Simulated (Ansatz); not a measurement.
**ClH₃SiZn: single points with varied inputs**

How do the results and run time of ClH₃SiZn respond when the settings are drawn wide?

The runs use Ansatz 0.2.0, Gaussian basis; the settings change from run to run.

## Step 1: The relaxed structure

The structure was relaxed beforehand with PBE0-D4 in a triple-zeta def2 set.

SMILES `Cl[SiH2][ZnH]`, 6 atoms, charge 0, spin multiplicity 1.

Atoms are counted from 1 here; the program's logs count them from 0.

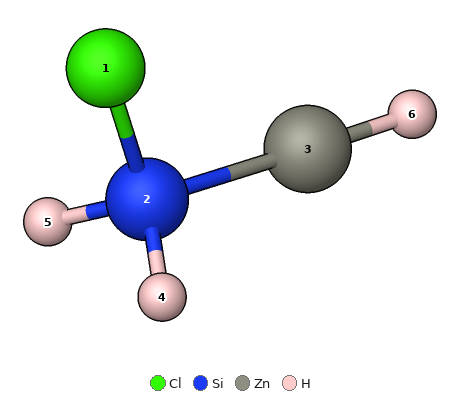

The geometry (chlorine green, silicon blue, zinc grey, hydrogen pink); atoms are numbered from 1 in the order of the file.

## Step 2: r2SCAN/cc-pVDZ

File in.yaml:

```yaml
crystal:
  periodic: [false, false, false]
  atoms:
    - {symbol: Cl, position_ang: [-2.274578, -0.426938, 0.088049]}
    - {symbol: Si, position_ang: [-0.362294, -0.073430, -0.656511]}
    - {symbol: Zn, position_ang: [1.123529, 0.186170, 1.191239]}
    - {symbol: H, position_ang: [-0.042529, -1.223810, -1.546222]}
    - {symbol: H, position_ang: [-0.471775, 1.124502, -1.534036]}
    - {symbol: H, position_ang: [2.069746, 0.349506, 2.411281]}
basis:
  gaussian: {orbitals: cc-pVDZ}
hamiltonian: {xc: {name: r2SCAN}}
output: {forces: true}
```

Command:

```sh
$ ansatz run in.yaml --threads 2 --pin off --events-out ev --progress --plain --max-ram 4352MiB
```

The program printed:

```text
Functional definition: r2SCAN
  name "r2SCAN"
  cite "Furness, Kaplan, Ning, Perdew & Sun, J. Phys. Chem. Lett. 11, 8208 (2020) doi:10.1021/acs.jpclett.0c02405"
  cite "Furness, Kaplan, Ning, Perdew & Sun, J. Phys. Chem. Lett. 11, 9248 (2020) doi:10.1021/acs.jpclett.0c03077"
  parent r2scan
  parameter k0 = 0.174
  parameter k1 = 0.065
  parameter a1 = 4.9479
  exchange = r2scan_x(k0 = k0, k1 = k1, a1 = a1)
  correlation = r2scan_c
1168 factors; their error is unknown
mean field evaluation 1: about -68866.5957 eV, gradient 4.3e1 eV
mean field evaluation 2: about -68862.0787 eV, gradient 9.2e1 eV
mean field evaluation 4: about -68868.9470 eV, gradient 1.2e0 eV
mean field evaluation 8: about -68868.9167 eV, gradient 1.9e-2 eV
mean field -68868.91670124 eV, -2530.8860077421 hartree, gradient 1.4e-5 eV, S^2 0.000000; 0 other end points of the search recorded, 0 dependent functions left out
the calculation of the forces begins
reference -68868.91671583 eV, -2530.8860082782 hartree; 32, 32 occupied and 62, 62 virtual orbitals, 1168 factors
Total energy: -68868.91671583 eV, -2530.8860082782 hartree
Atom 0 at    -2.274578    -0.426938     0.088049 Å, force    -0.544789    -0.100659     0.228664 eV/Å
Atom 1 at    -0.362294    -0.073430    -0.656511 Å, force     0.571281     0.102757     0.105356 eV/Å
Atom 2 at     1.123529     0.186170     1.191239 Å, force     0.014776     0.002009     0.022385 eV/Å
Atom 3 at    -0.042529    -1.223810    -1.546222 Å, force     0.055380    -0.170538    -0.125811 eV/Å
Atom 4 at    -0.471775     1.124502    -1.534036 Å, force    -0.008169     0.181074    -0.123229 eV/Å
Atom 5 at     2.069746     0.349506     2.411281 Å, force    -0.088479    -0.014642    -0.107364 eV/Å
Dipole moment:     0.354965     0.065649    -0.055612 e Å
```

It took 2.9 s on 2 threads of AMD EPYC 7B13, shared host.

Largest force 0.599 eV/Å, dipole 1.75 D.

## Step 3: revPBE0/cc-pVTZ-DK

in.yaml, as its differences from that of step 2:

```diff
@@ -10,4 +10,4 @@
 basis:
-  gaussian: {orbitals: cc-pVDZ}
-hamiltonian: {xc: {name: r2SCAN}}
+  gaussian: {orbitals: cc-pVTZ-DK}
+hamiltonian: {xc: {name: revPBE0}}
 output: {forces: true}
```

Same command.

The program printed, shortened:

```text
Functional definition: revPBE0
  name "revPBE0"
  cite "Zhang & Yang, Phys. Rev. Lett. 80, 890 (1998) doi:10.1103/PhysRevLett.80.890"
  cite "Adamo & Barone, J. Chem. Phys. 110, 6158 (1999) doi:10.1063/1.478522"
  cite "Perdew, Burke & Ernzerhof, Phys. Rev. Lett. 77, 3865 (1996) doi:10.1103/PhysRevLett.77.3865"
[...]
1412 factors; their error is unknown
[...]
mean field -69368.83114649 eV, -2549.2575247511 hartree, gradient 4.7e-5 eV, S^2 0.000000; 0 other end points of the search recorded, 0 dependent functions left out
[...]
reference -69368.83119161 eV, -2549.2575264091 hartree; 32, 32 occupied and 146, 146 virtual orbitals, 1412 factors
Total energy: -69368.83119161 eV, -2549.2575264091 hartree
Relativity: scalar
Atom 0 at    -2.274578    -0.426938     0.088049 Å, force    -0.237129    -0.043596     0.083800 eV/Å
Atom 1 at    -0.362294    -0.073430    -0.656511 Å, force     0.245978     0.043428     0.049679 eV/Å
Atom 2 at     1.123529     0.186170     1.191239 Å, force     0.072200     0.012168     0.074604 eV/Å
Atom 3 at    -0.042529    -1.223810    -1.546222 Å, force     0.020234    -0.054464    -0.040061 eV/Å
Atom 4 at    -0.471775     1.124502    -1.534036 Å, force     0.000205     0.059291    -0.038628 eV/Å
Atom 5 at     2.069746     0.349506     2.411281 Å, force    -0.101487    -0.016827    -0.129394 eV/Å
Dipole moment:     0.342567     0.063331    -0.042545 e Å
```

Wall time 4.5 s (2 threads of AMD EPYC 7B13, shared host); peak memory 0.51 GiB.

Largest force 0.255 eV/Å, dipole 1.69 D.

## Step 4: PBE/def2-mTZVPP

Set apart from the defaults: a grid of angular degree 23, D3(BJ) with three-body dispersion.

in.yaml, as its differences from that of step 3:

```diff
@@ -10,4 +10,4 @@
 basis:
-  gaussian: {orbitals: cc-pVTZ-DK}
-hamiltonian: {xc: {name: revPBE0}}
+  gaussian: {orbitals: def2-mTZVPP, final_grid: {core_spheres: 8, valence_spheres: 7, degree: 23}}
+hamiltonian: {xc: {name: PBE}, dispersion: d3bjatm}
 output: {forces: true}
```

Launched as before.

The program printed, shortened:

```text
Functional definition: PBE
  name "PBE"
  cite "Perdew, Burke & Ernzerhof, Phys. Rev. Lett. 77, 3865 (1996) doi:10.1103/PhysRevLett.77.3865"
  parent pbe
[...]
1058 factors; their error is unknown
[...]
mean field -68853.44090574 eV, -2530.3172827474 hartree, gradient 1.0e-5 eV, S^2 0.000000; 0 other end points of the search recorded, 0 dependent functions left out
[...]
reference -68853.44095535 eV, -2530.3172845707 hartree; 32, 32 occupied and 70, 70 virtual orbitals, 1058 factors
Total energy: -68853.57141772 eV, -2530.3220789743 hartree
Atom 0 at    -2.274578    -0.426938     0.088049 Å, force    -0.440782    -0.081296     0.166064 eV/Å
Atom 1 at    -0.362294    -0.073430    -0.656511 Å, force     0.440385     0.079018     0.075755 eV/Å
Atom 2 at     1.123529     0.186170     1.191239 Å, force    -0.021164    -0.004141    -0.031838 eV/Å
Atom 3 at    -0.042529    -1.223810    -1.546222 Å, force     0.035676    -0.126822    -0.103639 eV/Å
Atom 4 at    -0.471775     1.124502    -1.534036 Å, force    -0.011110     0.133030    -0.101566 eV/Å
Atom 5 at     2.069746     0.349506     2.411281 Å, force    -0.003004     0.000211    -0.004775 eV/Å
Dipole moment:     0.381678     0.070157    -0.007971 e Å
```

Wall time 0.75 s (2 threads of AMD EPYC 7B13, shared host).

Largest force 0.478 eV/Å, dipole 1.86 D.

## Step 5: PBE0-DH/def2-SVPD

This run has relativity set to scalar.

in.yaml, as its differences from that of step 4:

```diff
@@ -10,4 +10,4 @@
 basis:
-  gaussian: {orbitals: def2-mTZVPP, final_grid: {core_spheres: 8, valence_spheres: 7, degree: 23}}
-hamiltonian: {xc: {name: PBE}, dispersion: d3bjatm}
+  gaussian: {orbitals: def2-SVPD}
+hamiltonian: {xc: {name: PBE0-DH}, pseudopotentials: {relativity: scalar}}
 output: {forces: true}
```

Launched as before.

The program printed, shortened:

```text
Functional definition: PBE0-DH
  name "PBE0-DH"
  cite "Brémond & Adamo, J. Chem. Phys. 135, 024106 (2011) doi:10.1063/1.3604569"
  cite "Perdew, Burke & Ernzerhof, Phys. Rev. Lett. 77, 3865 (1996) doi:10.1103/PhysRevLett.77.3865"
[...]
1029 factors; integrals over basis functions are off by at most 1.1e-3 eV
[...]
mean field -69243.18597581 eV, -2544.6401498939 hartree, gradient 1.2e-6 eV, S^2 0.000000; 0 other end points of the search recorded, 0 dependent functions left out
15 core orbitals not correlated, not the lowest: weight in the atoms' cores, before any rotation towards them, 1.000 or more for the frozen orbitals, at most 0.000 for the correlated occupied ones
reference -69243.18600512 eV, -2544.6401509710 hartree; 17, 17 occupied and 77, 77 virtual orbitals, 1029 factors
second order -20.95316401 eV of doubles, -0.00000000 eV of singles
[...]
Total energy: -69245.80515062 eV, -2544.7364027929 hartree
Relativity: scalar
Atom 0 at    -2.274578    -0.426938     0.088049 Å, force    -0.324321    -0.059787     0.124872 eV/Å
Atom 1 at    -0.362294    -0.073430    -0.656511 Å, force     0.467782     0.084320    -0.033214 eV/Å
Atom 2 at     1.123529     0.186170     1.191239 Å, force     0.030169     0.004585     0.068084 eV/Å
Atom 3 at    -0.042529    -1.223810    -1.546222 Å, force    -0.016831    -0.010661     0.010509 eV/Å
Atom 4 at    -0.471775     1.124502    -1.534036 Å, force    -0.018807     0.004679     0.011511 eV/Å
Atom 5 at     2.069746     0.349506     2.411281 Å, force    -0.137992    -0.023137    -0.181762 eV/Å
Dipole moment:     0.370910     0.068616    -0.055786 e Å
```

It took 5.5 s on 2 threads of AMD EPYC 7B13, shared host; peak memory 0.29 GiB.

Largest force 0.476 eV/Å, dipole 1.83 D.

## Step 6: B3LYP5/6-31G

in.yaml, as its differences from that of step 5:

```diff
@@ -10,4 +10,3 @@
 basis:
-  gaussian: {orbitals: def2-SVPD}
-hamiltonian: {xc: {name: PBE0-DH}, pseudopotentials: {relativity: scalar}}
-output: {forces: true}
+  gaussian: {orbitals: 6-31G}
+hamiltonian: {xc: {name: B3LYP5}}
```

Same command.

The program printed, shortened:

```text
Functional definition: B3LYP5
  name "B3LYP5"
  cite "Stephens, Devlin, Chabalowski & Frisch, J. Phys. Chem. 98, 11623 (1994) doi:10.1021/j100096a001"
  cite "Becke, Phys. Rev. A 38, 3098 (1988) doi:10.1103/PhysRevA.38.3098"
  cite "Lee, Yang & Parr, Phys. Rev. B 37, 785 (1988) doi:10.1103/PhysRevB.37.785"
  cite "Vosko, Wilk & Nusair, Can. J. Phys. 58, 1200 (1980) doi:10.1139/p80-159"
[...]
663 factors; integrals over basis functions are off by at most 3.4e-4 eV
[...]
mean field -68853.59424187 eV, -2530.3229177463 hartree, gradient 1.5e-5 eV, S^2 0.000000; 0 other end points of the search recorded, 0 dependent functions left out
reference -68853.59449865 eV, -2530.3229271828 hartree; 32, 32 occupied and 29, 29 virtual orbitals, 663 factors
Total energy: -68853.59449865 eV, -2530.3229271828 hartree
```

It took 1 s on 2 threads of AMD EPYC 7B13, shared host.

## Step 7: B3LYP/6-31G

This run has D3(BJ) dispersion, high accuracy.

in.yaml, as its differences from that of step 6:

```diff
@@ -11,2 +11,3 @@
   gaussian: {orbitals: 6-31G}
-hamiltonian: {xc: {name: B3LYP5}}
+hamiltonian: {xc: {name: B3LYP}, dispersion: d3bj}
+accuracy: high
```

Launched as before.

The program printed, shortened:

```text
Functional definition: B3LYP
  name "B3LYP"
  cite "Stephens, Devlin, Chabalowski & Frisch, J. Phys. Chem. 98, 11623 (1994) doi:10.1021/j100096a001"
  cite "Becke, Phys. Rev. A 38, 3098 (1988) doi:10.1103/PhysRevA.38.3098"
  cite "Lee, Yang & Parr, Phys. Rev. B 37, 785 (1988) doi:10.1103/PhysRevB.37.785"
  cite "Vosko, Wilk & Nusair, Can. J. Phys. 58, 1200 (1980) doi:10.1139/p80-159"
[...]
1248 factors; integrals over basis functions are off by at most 1.6e-8 eV
[...]
mean field -68860.36854246 eV, -2530.5718687013 hartree, gradient 6.8e-8 eV, S^2 0.000000; 0 other end points of the search recorded, 0 dependent functions left out
reference -68860.36858289 eV, -2530.5718701871 hartree; 32, 32 occupied and 29, 29 virtual orbitals, 1248 factors
Total energy: -68860.62455088 eV, -2530.5812768370 hartree
```

Run time: 2.8 s. Hardware: 2 threads of AMD EPYC 7B13, shared host.

## Step 8: LC-wPBE/def2-mTZVP

in.yaml, as its differences from that of step 7:

```diff
@@ -10,4 +10,4 @@
 basis:
-  gaussian: {orbitals: 6-31G}
-hamiltonian: {xc: {name: B3LYP}, dispersion: d3bj}
-accuracy: high
+  gaussian: {orbitals: def2-mTZVP}
+hamiltonian: {xc: {name: LC-wPBE}}
+output: {forces: true}
```

The command is unchanged.

The program printed, shortened:

```text
Functional definition: LC-wPBE
  name "LC-wPBE"
  cite "Vydrov & Scuseria, J. Chem. Phys. 125, 234109 (2006) doi:10.1063/1.2409292"
  cite "Heyd & Scuseria, J. Chem. Phys. 120, 7274 (2004) doi:10.1063/1.1668634"
  cite "Ernzerhof & Perdew, J. Chem. Phys. 109, 3313 (1998) doi:10.1063/1.476928"
  cite "Perdew, Burke & Ernzerhof, Phys. Rev. Lett. 77, 3865 (1996) doi:10.1103/PhysRevLett.77.3865"
  parent pbe
[...]
953 factors; their error is unknown
283 factors; integrals over basis functions are off by at most 2.0e-5 eV
[...]
mean field -68857.73554911 eV, -2530.4751079804 hartree, gradient 2.5e-5 eV, S^2 0.000000; 0 other end points of the search recorded, 0 dependent functions left out
[...]
reference -68857.73554912 eV, -2530.4751079806 hartree; 32, 32 occupied and 54, 54 virtual orbitals, 953 factors
Total energy: -68857.73554912 eV, -2530.4751079806 hartree
Atom 0 at    -2.274578    -0.426938     0.088049 Å, force    -0.037303    -0.006504    -0.014888 eV/Å
Atom 1 at    -0.362294    -0.073430    -0.656511 Å, force     0.227354     0.039419     0.082116 eV/Å
Atom 2 at     1.123529     0.186170     1.191239 Å, force    -0.091645    -0.016511    -0.107982 eV/Å
Atom 3 at    -0.042529    -1.223810    -1.546222 Å, force    -0.035880     0.099909     0.071936 eV/Å
Atom 4 at    -0.471775     1.124502    -1.534036 Å, force     0.002633    -0.105957     0.071843 eV/Å
Atom 5 at     2.069746     0.349506     2.411281 Å, force    -0.065159    -0.010356    -0.103025 eV/Å
Dipole moment:     0.477670     0.088056    -0.039444 e Å
```

It took 1.4 s on 2 threads of AMD EPYC 7B13, shared host.

Largest force 0.245 eV/Å, dipole 2.34 D.

## Step 9: B97M-V/def2-TZVPP

in.yaml, as its differences from that of step 8:

```diff
@@ -10,4 +10,4 @@
 basis:
-  gaussian: {orbitals: def2-mTZVP}
-hamiltonian: {xc: {name: LC-wPBE}}
+  gaussian: {orbitals: def2-TZVPP}
+hamiltonian: {xc: {name: B97M-V}}
 output: {forces: true}
```

Launched as before.

The program printed, shortened:

```text
Functional definition: B97M-V
  name "B97M-V"
  cite "Mardirossian & Head-Gordon, J. Chem. Phys. 142, 074111 (2015) doi:10.1063/1.4907719"
  cite "Becke, J. Chem. Phys. 107, 8554 (1997) doi:10.1063/1.475007"
  cite "Vydrov & Van Voorhis, J. Chem. Phys. 133, 244103 (2010) doi:10.1063/1.3521275"
  # Of w^i u^j: cxij and so on, Table III.
[...]
  gx(w, u) = cx00 + cx01*u + cx02*u^2 + (cx10 + cx11*u)*w
  gss(w, u) = css00 + css02*u^2 + css10*w + (css32*w^3 + css42*w^4)*u^2
  gos(w, u) = cos00 + cos01*u + cos03*u^3 + cos10*w + cos32*w^3*u^2
[...]
      + integral(e_c_pw_mod_opposite_spin*gos(b97_w_opposite, b97_u_opposite)) + vv10(b, c)
1258 factors; their error is unknown
[...]
mean field -68855.67451209 eV, -2530.3993662670 hartree, gradient 3.2e-5 eV, S^2 0.000000; 0 other end points of the search recorded, 0 dependent functions left out
[...]
reference -68855.67457788 eV, -2530.3993686846 hartree; 32, 32 occupied and 158, 158 virtual orbitals, 1258 factors
Total energy: -68855.67457788 eV, -2530.3993686846 hartree
Atom 0 at    -2.274578    -0.426938     0.088049 Å, force     0.079705     0.014880    -0.026755 eV/Å
Atom 1 at    -0.362294    -0.073430    -0.656511 Å, force    -0.084148    -0.016691     0.054874 eV/Å
Atom 2 at     1.123529     0.186170     1.191239 Å, force     0.001808     0.000014    -0.020750 eV/Å
Atom 3 at    -0.042529    -1.223810    -1.546222 Å, force     0.004375     0.039470     0.004583 eV/Å
Atom 4 at    -0.471775     1.124502    -1.534036 Å, force     0.018633    -0.034783     0.005032 eV/Å
Atom 5 at     2.069746     0.349506     2.411281 Å, force    -0.020373    -0.002890    -0.016984 eV/Å
Dipole moment:     0.307216     0.056806    -0.024575 e Å
```

Wall time 8 s (2 threads of AMD EPYC 7B13, shared host); peak memory 0.32 GiB.

Largest force 0.102 eV/Å, dipole 1.51 D.

## Step 10: All runs side by side

```tsv
level	charge	multiplicity	geometry	functions	energy (eV)	time
r2SCAN/cc-pVDZ	0	1	relaxed	94	-68868.917	2.9 s
revPBE0/cc-pVTZ-DK	0	1	relaxed	178	-69368.831	4.5 s
PBE/def2-mTZVPP	0	1	relaxed	102	-68853.571	0.75 s
PBE0-DH/def2-SVPD	0	1	relaxed	109	-69245.805	5.5 s
B3LYP5/6-31G	0	1	relaxed	61	-68853.594	1 s
B3LYP/6-31G	0	1	relaxed	61	-68860.625	2.8 s
LC-wPBE/def2-mTZVP	0	1	relaxed	86	-68857.736	1.4 s
B97M-V/def2-TZVPP	0	1	relaxed	190	-68855.675	8 s
```

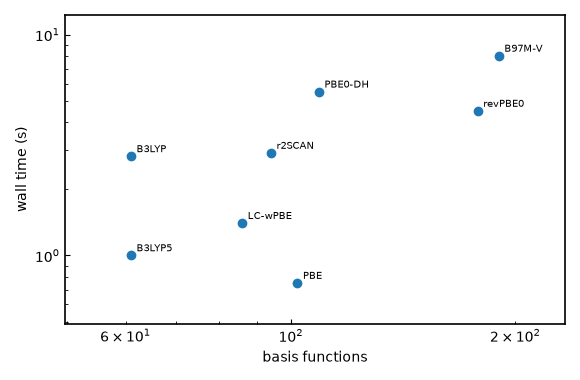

Wall time against the number of basis functions (shared host).

## Step 11: What came out

| quantity | value |
| --- | --- |
| runs | 8 |
| quickest | PBE/def2-mTZVPP, 0.75 s |
| slowest | B97M-V/def2-TZVPP, 8 s |
| spread of total energies, same state and geometry | 515.3 eV |
| dipole, same state and geometry | 1.51 to 2.34 D |

Run time spans a factor of 11, from PBE/def2-mTZVPP to B97M-V/def2-TZVPP. The jobs differ in tasks and options as well as level. The totals spread over 515 eV; they can't be compared across methods or bases. Some of these runs are scalar-relativistic and others not, which shifts the totals of all-electron atoms past neon by eV; core potentials, where a basis has them, take the core out of the total altogether. At the PBE0-D4/def2-TZVP geometry and in the same state, runs without warnings or point charges leave forces up to 0.60 eV/Å (r2SCAN/cc-pVDZ). At that geometry and state the dipole changes by 55 % between the lowest and highest value.
